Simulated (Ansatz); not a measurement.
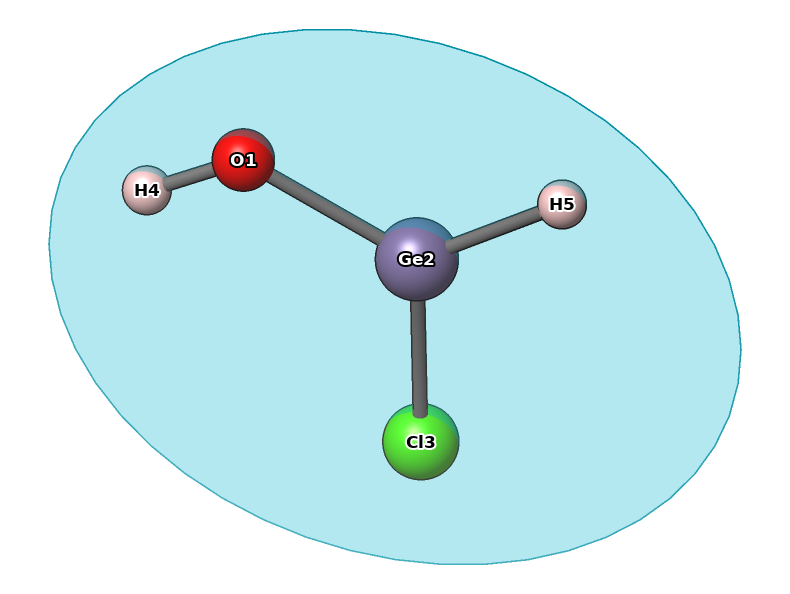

A disc through the centre of mass is drawn in. Atoms fade into the background with distance from the viewer. Charge +1, singlet. The geometry was computed by an optimisation with PBE0-D4/def2-TZVP. No frequency run is at hand to confirm it as a minimum.

> Is the plane of the disc a mirror plane of the structure?

Yes. The reflection leaves O1, Ge2, Cl3, H4, H5 in place. The point group is Cs.
